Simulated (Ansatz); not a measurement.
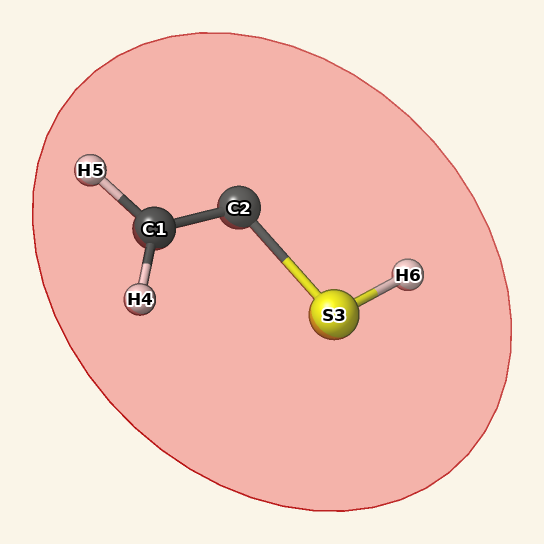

A disc through the centre of mass is drawn in. Atoms fade into the background with distance from the viewer. The species has charge −1 and is a spin singlet. Computed geometry: PBE-D4/def2-SVPD optimisation. No frequency run is at hand to confirm it as a minimum.

Is the plane of the disc a mirror plane of the structure?

Yes. The reflection leaves C1, C2, S3, H4, H5, H6 in place. The point group is Cs.
